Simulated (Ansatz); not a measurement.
# C2H8GeS: how energies converge with the basis set

Aim: see how fast density functionals converge with the basis set for C2H8GeS.

The runs use Ansatz 0.2.0, Gaussian basis; one geometry, several basis sets.

Plan: PBE0-D4/def2-SVP; ωB97M-V/def2-SVP; PBE0-D4/def2-QZVPP; ωB97M-V/def2-QZVPP; the functionals' def2-TZVPP values are taken from earlier runs.

### Step 1. The geometry

An earlier PBE0-D4 in a triple-zeta def2 set relaxation fixed the geometry.

SMILES `C[S][GeH2][CH3]`, 12 atoms, charge 0, spin multiplicity 1.

Atoms are counted from 1 here; the program's logs count them from 0.

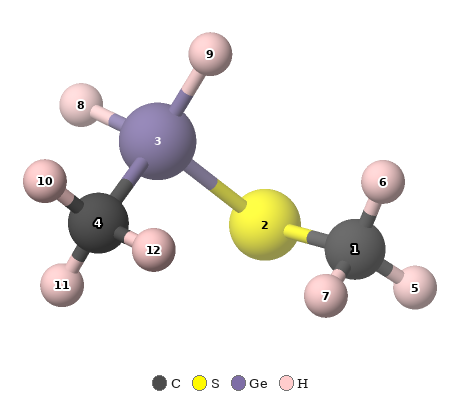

The structure; carbon dark grey, sulfur yellow, germanium purple, hydrogen pink; atoms are numbered from 1 in the order of the file.

### Step 2. PBE0-D4 in def2-SVP

in.yaml reads:

```yaml
crystal:
  periodic: [false, false, false]
  atoms:
    - {symbol: C, position_ang: [0.404158, 2.019475, 0.261878]}
    - {symbol: S, position_ang: [-0.755003, 1.368297, -0.971437]}
    - {symbol: Ge, position_ang: [-1.062565, -0.668569, -0.146857]}
    - {symbol: C, position_ang: [0.582889, -1.715349, -0.219142]}
    - {symbol: H, position_ang: [0.598587, 3.058032, -0.005994]}
    - {symbol: H, position_ang: [-0.027715, 1.992676, 1.263081]}
    - {symbol: H, position_ang: [1.349436, 1.476509, 0.251643]}
    - {symbol: H, position_ang: [-2.165334, -1.295653, -1.015522]}
    - {symbol: H, position_ang: [-1.543136, -0.538092, 1.314331]}
    - {symbol: H, position_ang: [0.406101, -2.718145, 0.174290]}
    - {symbol: H, position_ang: [0.926972, -1.792417, -1.250703]}
    - {symbol: H, position_ang: [1.362610, -1.241864, 0.378633]}
basis:
  gaussian: {orbitals: def2-SVP}
hamiltonian: {xc: pbe0, dispersion: d4}
output: {orbitals: {seedname: orbitals}}
```

Run with:

```sh
> ansatz run in.yaml --threads 4 --pin off --events-out ev --progress --plain --max-ram 10444MiB
```

The runs that follow: ωB97M-V in def2-SVP; PBE0-D4 in def2-QZVPP; ωB97M-V in def2-QZVPP.

Q: Predict the results of all the runs planned. Wanted: PBE0-D4: double and triple zeta above quadruple; ωB97M-V: double and triple zeta above quadruple.

**Answer**, as computed:

| quantity | value |
| --- | --- |
| PBE0-D4: double and triple zeta above quadruple | 15.06, 1.68 eV |
| ωB97M-V: double and triple zeta above quadruple | 15.16, 1.64 eV |

What this shows: PBE0-D4 gains 13.38 eV from double to triple zeta, then 1.68 eV more. Total energies overstate the basis error of differences, where much of it tends to cancel. The LUMO of ωB97M-V is positive and keeps falling with the basis (2.81 to 1.60 eV): an unbound level that the basis holds in place.
